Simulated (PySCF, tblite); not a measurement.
**C₃H₉FNSi₂ radical: geometry, infrared bands and EPR parameters**

What infrared bands and EPR parameters should C₃H₉FNSi₂ radical (`F[C@@H]1C[C@@H]1[SiH]N[SiH3]`) show?

Computed with tblite 0.8.0 and PySCF 2.14.0, with density-fitted response routines of our own, on a single molecule in the gas phase. Atoms are numbered from 0 throughout.

### 1 The molecule as given

16 atoms, charge 0, multiplicity 2; geometry from: force field or distance geometry start.

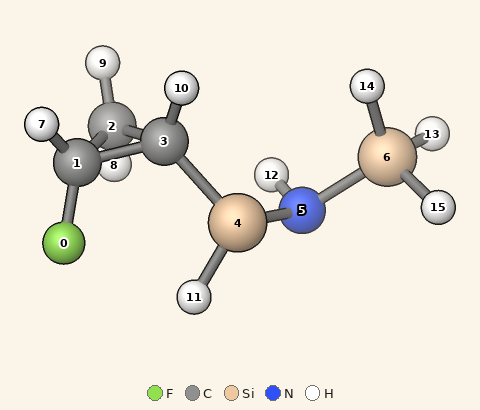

The starting geometry (fluorine green, carbon grey, silicon light orange, nitrogen blue, hydrogen white), atoms numbered.

### 2 Optimising the geometry with GFN2-xTB

What the job is given:

```
{"job": {"kind": "relax", "xc": "GFN2-xTB", "basis": "xTB"}, "charge": 0, "multiplicity": 2}
F     -2.317900    -1.679000    -1.067000
C     -2.383000    -0.754500    -0.031600
C     -1.851600     0.634000    -0.261300
C     -1.013000    -0.338800     0.489700
Si     0.499900    -1.075100    -0.309900
N      1.622500     0.208200    -0.837700
Si     2.807500     0.544200     0.451600
H     -3.159100    -0.889900     0.753200
H     -1.615600     0.881100    -1.311900
H     -2.222900     1.479900     0.347700
H     -0.957700    -0.150400     1.578700
H      0.058900    -1.834100    -1.495400
H      1.034800     1.076900    -0.953800
H      3.551400     1.769700     0.119900
H      2.163300     0.706700     1.768600
H      3.774900    -0.570000     0.550600
```

On the command line:

```
OMP_NUM_THREADS=1 python probes_run.py task.json out
```

This one command runs all jobs of the session in turn.

Log:

```text
step      E/eV     max force
  0    -600.24854    1.810
  1    -600.42650    1.170
  2    -600.54851    0.796
  3    -600.59936    0.508
  4    -600.63907    0.449
  5    -600.66266    0.422
  6    -600.68456    0.469
  7    -600.70106    0.401
  8    -600.71802    0.386
  9    -600.73299    0.307
 10    -600.74516    0.268
 11    -600.75450    0.244
 12    -600.76245    0.198
 13    -600.76891    0.200
 14    -600.77411    0.206
 15    -600.77905    0.160
 16    -600.78398    0.193
 17    -600.78823    0.182
 18    -600.79100    0.114
 19    -600.79278    0.123
 20    -600.79442    0.124
 21    -600.79647    0.140
 22    -600.79887    0.128
 23    -600.80108    0.119
 24    -600.80314    0.123
 25    -600.80586    0.136
 26    -600.80863    0.122
 27    -600.81074    0.093
 28    -600.81206    0.078
 29    -600.81337    0.100
 30    -600.81485    0.108
 31    -600.81635    0.118
 32    -600.81765    0.085
 33    -600.81871    0.098
 34    -600.81934    0.075
 35    -600.81991    0.057
 36    -600.82022    0.046
 37    -600.82051    0.051
 38    -600.82089    0.056
 39    -600.82145    0.071
 40    -600.82207    0.065
 41    -600.82261    0.060
 42    -600.82306    0.073
 43    -600.82348    0.060
 44    -600.82389    0.068
 45    -600.82423    0.058
 46    -600.82451    0.047
 47    -600.82483    0.055
 48    -600.82521    0.054
 49    -600.82554    0.036
 50    -600.82577    0.032
 51    -600.82596    0.035
 52    -600.82623    0.042
 53    -600.82667    0.069
 54    -600.82727    0.080
 55    -600.82785    0.058
 56    -600.82830    0.049
 57    -600.82868    0.048
 58    -600.82915    0.070
 59    -600.82971    0.081
 60    -600.83024    0.056
 61    -600.83037    0.149
 62    -600.83085    0.042
 63    -600.83108    0.040
 64    -600.83169    0.044
 65    -600.83197    0.050
 66    -600.83238    0.046
 67    -600.83264    0.047
 68    -600.83289    0.041
 69    -600.83313    0.050
 70    -600.83342    0.041
 71    -600.83370    0.039
 72    -600.83396    0.036
 73    -600.83417    0.032
 74    -600.83436    0.036
 75    -600.83461    0.042
 76    -600.83499    0.053
 77    -600.83558    0.061
 78    -600.83626    0.057
 79    -600.83706    0.122
 80    -600.83798    0.073
 81    -600.83959    0.113
 82    -600.84188    0.126
 83    -600.84536    0.139
 84    -600.84866    0.138
 85    -600.84931    0.303
 86    -600.85297    0.184
 87    -600.85508    0.119
 88    -600.85735    0.071
 89    -600.86151    0.099
 90    -600.86264    0.109
 91    -600.86363    0.119
 92    -600.86455    0.150
 93    -600.86588    0.150
 94    -600.86751    0.157
 95    -600.86954    0.175
 96    -600.87112    0.238
 97    -600.87331    0.094
 98    -600.87460    0.126
 99    -600.87498    0.229
100    -600.87635    0.091
101    -600.87697    0.093
102    -600.87794    0.087
103    -600.87872    0.095
104    -600.87951    0.101
105    -600.88031    0.143
106    -600.88139    0.112
107    -600.88243    0.063
108    -600.88368    0.082
109    -600.88410    0.082
110    -600.88473    0.053
111    -600.88551    0.107
112    -600.88575    0.067
113    -600.88643    0.123
114    -600.88704    0.110
115    -600.88783    0.052
116    -600.88825    0.050
117    -600.88872    0.048
118    -600.88891    0.073
119    -600.88916    0.055
120    -600.88940    0.041
121    -600.88990    0.061
122    -600.89013    0.045
123    -600.89040    0.049
124    -600.89076    0.048
125    -600.89113    0.063
126    -600.89136    0.045
127    -600.89158    0.035
128    -600.89170    0.025
129    -600.89181    0.025
130    -600.89189    0.027
131    -600.89199    0.025
132    -600.89209    0.020
133    -600.89220    0.023
134    -600.89230    0.021
135    -600.89237    0.021
136    -600.89242    0.014
137    -600.89245    0.012
138    -600.89247    0.010
139    -600.89251    0.011
140    -600.89256    0.013
141    -600.89262    0.016
142    -600.89271    0.023
143    -600.89281    0.025
144    -600.89289    0.022
145    -600.89298    0.027
146    -600.89306    0.027
147    -600.89314    0.031
148    -600.89325    0.029
149    -600.89345    0.037
150    -600.89380    0.044
151    -600.89446    0.067
152    -600.89532    0.085
153    -600.89625    0.075
154    -600.89678    0.094
155    -600.89772    0.063
156    -600.89821    0.127
157    -600.89908    0.059
158    -600.89987    0.076
159    -600.90043    0.054
160    -600.90109    0.063
161    -600.90179    0.063
162    -600.90224    0.090
163    -600.90320    0.067
164    -600.90370    0.039
165    -600.90404    0.041
166    -600.90422    0.035
167    -600.90446    0.033
168    -600.90481    0.043
169    -600.90512    0.046
170    -600.90542    0.044
171    -600.90564    0.029
172    -600.90581    0.031
173    -600.90597    0.031
174    -600.90615    0.028
175    -600.90635    0.032
176    -600.90653    0.023
177    -600.90660    0.032
178    -600.90670    0.018
179    -600.90674    0.014
180    -600.90677    0.011
181    -600.90680    0.014
182    -600.90685    0.016
183    -600.90688    0.017
184    -600.90690    0.013
185    -600.90692    0.013
186    -600.90696    0.020
187    -600.90700    0.024
188    -600.90704    0.027
189    -600.90709    0.017
190    -600.90714    0.015
191    -600.90719    0.014
192    -600.90724    0.016
193    -600.90730    0.020
194    -600.90738    0.023
195    -600.90753    0.026
196    -600.90784    0.048
197    -600.90839    0.071
198    -600.90916    0.080
199    -600.91038    0.063
200    -600.91033    0.131
201    -600.89934    0.550
202    -600.91179    0.099
203    -600.91226    0.128
204    -600.91315    0.061
205    -600.91417    0.112
206    -600.91478    0.163
207    -600.91607    0.075
208    -600.91682    0.059
209    -600.91804    0.099
210    -600.91850    0.123
211    -600.91901    0.040
212    -600.91927    0.079
213    -600.91969    0.070
214    -600.92023    0.066
215    -600.92061    0.042
216    -600.92020    0.150
217    -600.92085    0.065
218    -600.92093    0.056
219    -600.92115    0.044
220    -600.92129    0.047
221    -600.92142    0.075
222    -600.92157    0.042
223    -600.92168    0.021
224    -600.92175    0.020
225    -600.92179    0.018
226    -600.92181    0.011
227    -600.92182    0.015
228    -600.92183    0.011
229    -600.92184    0.007
```

Run time: 1.7 s. Hardware: 1 thread of Arm Neoverse V1, shared host.

Along the way: (not every step is listed)

| step | energy from step 0 (eV) | largest force (eV/Å) |
| --- | --- | --- |
| 0 | 0.0000 | 1.8100 |
| 1 | -0.1780 | 1.1704 |
| 2 | -0.3000 | 0.7955 |
| 3 | -0.3508 | 0.5085 |
| 4 | -0.3905 | 0.4490 |
| 5 | -0.4141 | 0.4217 |
| 6 | -0.4360 | 0.4695 |
| 7 | -0.4525 | 0.4011 |
| 8 | -0.4695 | 0.3856 |
| 29 | -0.5648 | 0.1002 |
| 50 | -0.5772 | 0.0324 |
| 71 | -0.5852 | 0.0390 |
| 92 | -0.6160 | 0.1498 |
| 113 | -0.6379 | 0.1229 |
| 134 | -0.6438 | 0.0212 |
| 155 | -0.6492 | 0.0631 |
| 176 | -0.6580 | 0.0227 |
| 197 | -0.6599 | 0.0710 |
| 218 | -0.6724 | 0.0561 |
| 224 | -0.6732 | 0.0202 |
| 225 | -0.6732 | 0.0178 |
| 226 | -0.6733 | 0.0114 |
| 227 | -0.6733 | 0.0150 |
| 228 | -0.6733 | 0.0109 |
| 229 | -0.6733 | 0.0068 |

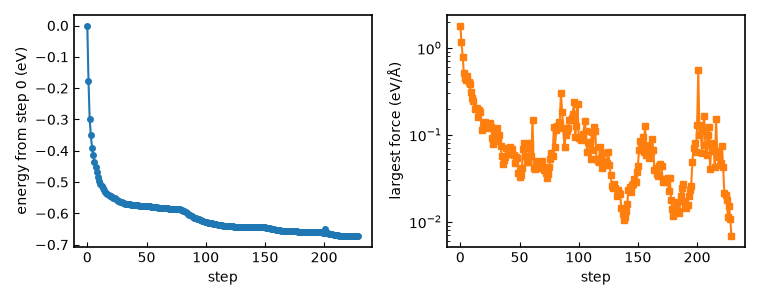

Energy and largest force along the relaxation.

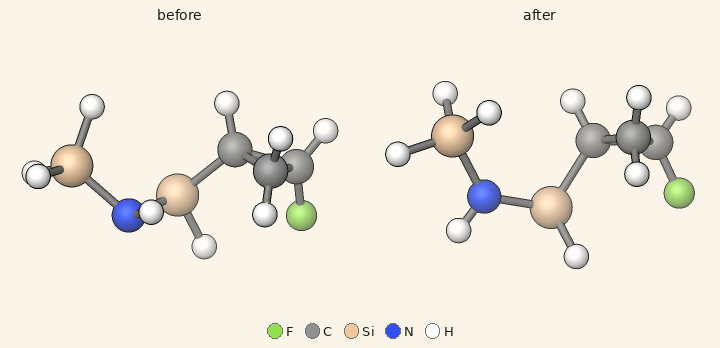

Before and after, at one scale.

Close pairs (by a distance rule), those that changed most:

| bond | before (Å) | after (Å) | change (Å) |
| --- | --- | --- | --- |
| N5–Si6 | 1.783 | 1.733 | -0.050 |
| N5–H12 | 1.055 | 1.006 | -0.049 |
| Si4–N5 | 1.785 | 1.739 | -0.046 |
| C1–C3 | 1.524 | 1.489 | -0.035 |
| C1–H7 | 1.112 | 1.084 | -0.029 |
| C2–H9 | 1.106 | 1.080 | -0.026 |
| C2–H8 | 1.105 | 1.079 | -0.025 |
| C2–C3 | 1.488 | 1.513 | +0.025 |

The next job starts from the end point, and lists it.

### 3 Infrared spectrum with GFN2-xTB

What the job is given:

```
{"job": {"kind": "ir", "xc": "GFN2-xTB", "basis": "xTB"}, "charge": 0, "multiplicity": 2}
F     -2.634107    -1.441008    -1.051067
C     -2.250919    -0.870954     0.134709
C     -1.827849     0.555388     0.109212
C     -0.809095    -0.544424     0.313608
Si     0.381150    -0.943381    -1.092406
N      1.873125    -0.115869    -0.758066
Si     2.399783     0.766145     0.638141
H     -2.860212    -1.268559     0.937615
H     -1.844625     1.057120    -0.846332
H     -2.103522     1.185668     0.941842
H     -0.427425    -0.659635     1.320515
H     -0.108008    -0.473649    -2.392061
H      2.573396    -0.251309    -1.468028
H      3.699424     1.331496     0.280913
H      1.416306     1.811818     0.927858
H      2.514981    -0.129904     1.794587
```

Log:

```text
mode    cm-1     km/mol
  1      24.1      1.37
  2      48.4      0.10
  3      73.5      2.04
  4      84.8      2.26
  5     128.5      3.81
  6     226.0      5.97
  7     262.9      7.05
  8     318.8     58.00
  9     401.7      8.53
 10     473.9      4.09
 11     539.2     58.72
 12     570.3     58.40
 13     578.6     53.26
 14     606.6     10.54
 15     675.7     32.90
 16     732.3    167.04
 17     766.4    207.19
 18     799.8    224.52
 19     821.0    375.08
 20     823.2     66.90
 21     861.3      2.94
 22     972.6     59.67
 23     982.1    206.60
 24    1012.5     26.26
 25    1023.5     37.72
 26    1060.1      2.24
 27    1071.2     15.21
 28    1127.7     26.14
 29    1195.4    210.24
 30    1202.3      2.15
 31    1271.2      5.00
 32    1368.7     62.99
 33    1453.7     21.63
 34    2206.1    284.29
 35    2215.5    389.64
 36    2241.1    244.12
 37    2264.8    308.82
 38    3033.7     31.28
 39    3042.9     33.49
 40    3079.2     20.85
 41    3100.4     22.08
 42    3487.0      0.41
```

It took 0.6 s on 1 thread of Arm Neoverse V1, shared host.

Which atoms move in the most intense modes:

| cm⁻¹ | km/mol | atoms |
| --- | --- | --- |
| 766 | 207.2 | H13 59 %, H14 22 %, H15 13 % |
| 800 | 224.5 | H15 40 %, H14 30 %, H13 23 % |
| 821 | 375.1 | H14 31 %, H15 30 %, Si6 15 %, H13 13 % |
| 1195 | 210.2 | H12 74 %, N5 23 % |
| 2206 | 284.3 | H15 84 % |
| 2216 | 389.6 | H11 93 % |
| 2241 | 244.1 | H14 87 % |
| 2265 | 308.8 | H13 96 % |

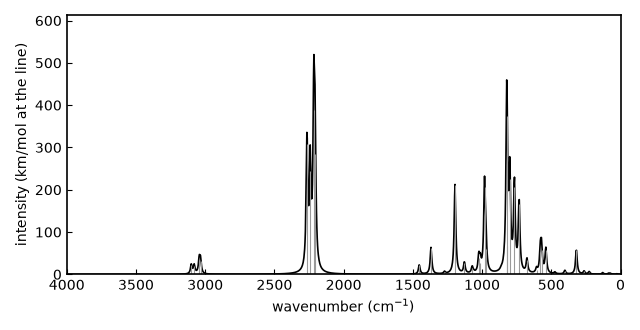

The infrared spectrum from these modes, unscaled. Lines are broadened to a width of 14 cm⁻¹ (Lorentzian).

### 4 g tensor and hyperfine couplings: B3LYP/pcH-1

The job, as its differences from that of step 3:

```diff
@@ -1,2 +1,2 @@
-{"job": {"kind": "ir", "xc": "GFN2-xTB", "basis": "xTB"}, "charge": 0, "multiplicity": 2}
+{"job": {"kind": "epr", "basis": "pcH-1"}, "charge": 0, "multiplicity": 2}
 F     -2.634107    -1.441008    -1.051067
```

With the program's defaults for keys left out, this is: UKS B3LYP, pcH-1 on C F H N Si, non-relativistic, mean-field spin-orbit, GIAO.

Log:

```text
UKS, coarse grid
  cycle   1  E = -853.21896520  |g| = 5.13e-01
  cycle   2  E = -853.08803565  |g| = 7.67e-01
  cycle   3  E = -853.31092710  |g| = 9.53e-02
  cycle   4  E = -853.31426451  |g| = 4.52e-02
  cycle   5  E = -853.31513720  |g| = 7.79e-03
  cycle   6  E = -853.31515601  |g| = 2.94e-03
  cycle   7  E = -853.31516099  |g| = 9.21e-04
UKS, final grid
  cycle   1  E = -853.31521075  |g| = 1.30e-03
  cycle   2  E = -853.31520975  |g| = 2.09e-03
  cycle   3  E = -853.31521148  |g| = 1.55e-04
  cycle   4  E = -853.31521149  |g| = 3.09e-05
  cycle   5  E = -853.31521150  |g| = 2.21e-05
E = -853.31521150 Eh   <S^2> = 0.7515 (exact 0.7500)
g shifts (ppm)      1          2          3
  rmc          -152       -152       -152
  gc             23         72         86
  oz_so          33        363        626
  total         -96        284        560
hyperfine (MHz)  atom isotope    a_iso     a_fc   dipolar eigenvalues
    0   19F       1.03       0.97     -6.63     -1.47      8.10
    1   13C       3.04       3.03     -1.11     -0.57      1.69
    2   13C      26.72      26.72     -3.63     -3.34      6.98
    3   13C      36.41      36.39     -4.33     -3.61      7.94
    4  29Si    -559.83    -560.78   -145.86     71.24     74.62
    5   14N      12.51      12.49     -6.28     -5.95     12.22
    6  29Si      -1.62      -1.63     -2.74      1.17      1.57
    7    1H       0.06       0.06     -1.33     -0.84      2.17
    8    1H       1.79       1.78     -3.22     -0.29      3.51
    9    1H      11.42      11.41     -2.30     -0.75      3.05
   10    1H      -2.93      -2.93     -3.60     -1.94      5.54
   11    1H     136.85     136.85     -7.53      0.03      7.50
   12    1H      -5.03      -5.05     -7.58     -3.85     11.43
   13    1H       3.63       3.63     -1.20     -1.11      2.31
   14    1H       4.88       4.88     -1.41     -0.93      2.34
   15    1H       5.81       5.81     -1.42     -1.06      2.48
```

Wall time 1.8 min (1 thread of Arm Neoverse V1, shared host); peak memory 0.97 GiB.

Principal g values 2.00222, 2.00260, 2.00288; g(iso) = 2.00257, against 2.00232 for a free electron.

Hyperfine couplings; where a row names several nuclei, a(iso) is their mean (it holds for fast rotation or exchange) and the dipolar term the largest among them:

| nuclei | isotope | a(iso) (MHz) | a(iso) (G, at g = 2.0023) | largest dipolar term (MHz) |
| --- | --- | --- | --- | --- |
| Si4 | 29Si | -559.8 | -199.8 | -145.9 |
| H11 | 1H | 136.9 | 48.8 | -7.5 |
| C3 | 13C | 36.4 | 13.0 | 7.9 |
| C2 | 13C | 26.7 | 9.5 | 7.0 |
| N5 | 14N | 12.5 | 4.5 | 12.2 |
| H9 | 1H | 11.4 | 4.1 | 3.1 |
| H12 | 1H | -5.0 | -1.8 | 11.4 |
| H13, H14, H15 | 1H | 4.8 | 1.7 | 2.5 |
| C1 | 13C | 3.0 | 1.1 | 1.7 |
| H10 | 1H | -2.9 | -1.0 | 5.5 |
| H8 | 1H | 1.8 | 0.6 | 3.5 |
| Si6 | 29Si | -1.6 | -0.6 | -2.7 |
| F0 | 19F | 1.0 | 0.4 | 8.1 |
| H7 | 1H | 0.1 | 0.0 | 2.2 |

Mulliken spin populations:

F0 0.00; C1 0.00; C2 0.03; C3 0.00; Si4 0.81; N5 0.09; Si6 0.01; H7 0.00; H8 0.00; H9 0.01; H10 0.00; H11 0.06; H12 -0.01; H13 0.00; H14 0.00; H15 0.00

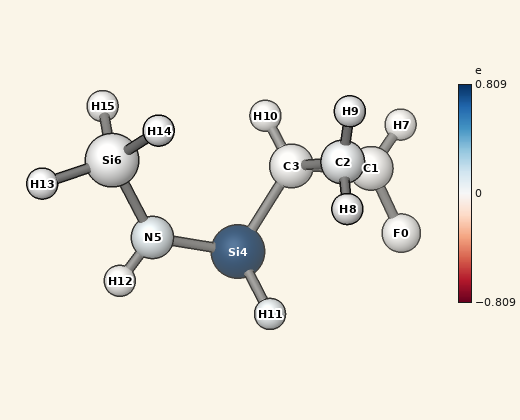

Mulliken spin populations, as colours on the atoms.

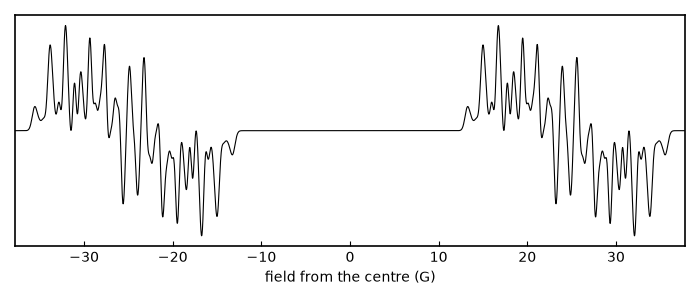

First-order isotropic spectrum (first derivative, main isotopes with spin only, couplings over 0.8 MHz, Gaussian width 0.3 G; couplings of the frozen geometry, rotation of groups not averaged beyond the rows shown).

The fields below are evaluated on a grid from the run's orbitals.

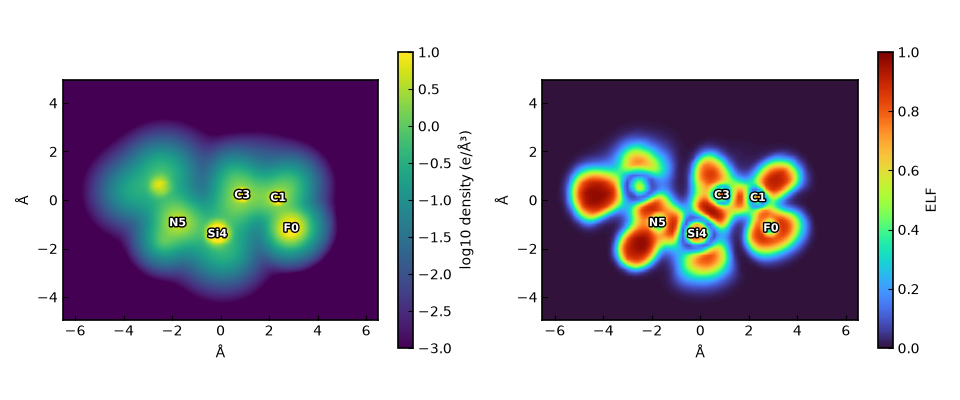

Density (left) and ELF (right) in a plane through or near 5 of the atoms.

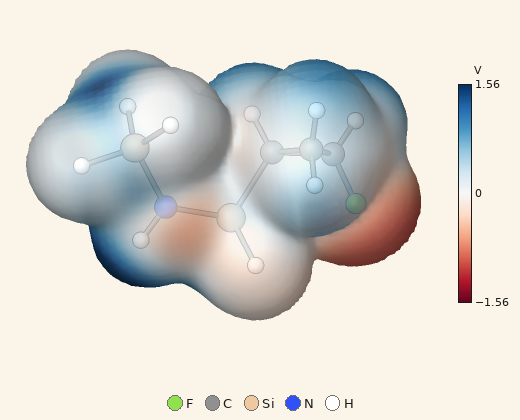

The potential that a unit positive charge feels on the 0.002 e/bohr³ surface, from -1.02 V near F0 to 1.56 V near H12.

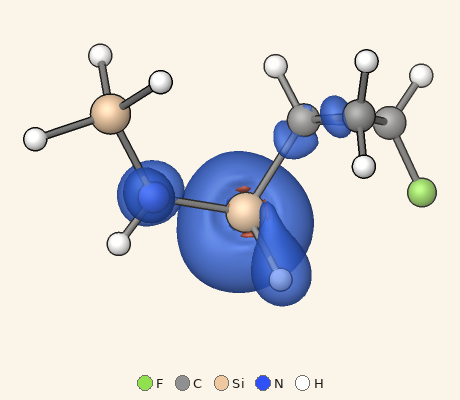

Spin density at ±0.03 e/Å³ (alpha excess blue, beta excess red).

### 5 What came out

| quantity | value |
| --- | --- |
| strongest single infrared mode (GFN2-xTB) | 2216 cm⁻¹, 390 km/mol |
| zero-point energy (GFN2-xTB) | 68.9 kcal/mol |
| g(iso) (B3LYP) | 2.00257 |
| ⟨S²⟩ | 0.752 (exact 0.75) |
| largest a(iso) (averaged by class) | 29Si on Si4, -559.8 MHz |
| potential on the surface of density 0.002 e/bohr³, 1st and 99th percentile | -1.02 V and 1.56 V |

What this shows: Over 229 steps the energy fell by 0.673 eV; of the close pairs, N5–Si6 changed most, 1.783 to 1.733 Å. All 42 modes are real, so the xTB geometry is a minimum. The strongest single mode, at 2216 cm⁻¹, moves mainly H11. GFN2-xTB is a fitted tight-binding method: band positions and strengths are rough. Its intensities can rank the bands wrongly. Most of the unpaired spin sits on Si4 (0.81 e). The isotropic g lies 0.2 ppt above the free-electron value. These values are for one conformer; the search (at its own cheap level) found 2 more, at 0.25, 0.52 kcal/mol, and measured spectra average over such forms.
